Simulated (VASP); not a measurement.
Here is the system:

```
ZnS
1.0
    3.94763     0.00000     0.00000
   -1.97381     3.41875     0.00000
    0.00000     0.00000     5.82868
Zn S
2 2
Direct
  0.33333   0.66667   0.25000
  0.66667   0.33333   0.75000
  0.66667   0.33333   0.25000
  0.33333   0.66667   0.75000
```

Computed with r2SCAN meta-GGA, VASP's PBE PAW potentials (set 64) (plane waves; VASP 6.6.1). Settings: 400 eV cut-off, 7×7×5 Γ-centred mesh, tetrahedra with Blöchl corrections, potentials Zn S.

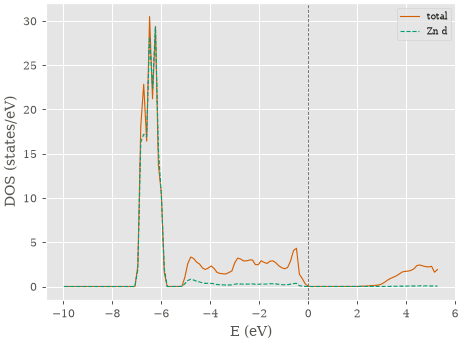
Figure. Total and projected density of states, zero at the valence-band maximum

Within 2 eV below the valence-band maximum the largest weight inside VASP's projection spheres is S p, then Zn d.

The gap is direct, 1.89 eV, from the valence maximum at Γ to the conduction minimum at Γ.

The structure was generated: ZnS was put into the layered h-BN type type (P6_3/mmc), which need not be its known phase. It was relaxed first, which changed the volume by -36 %.
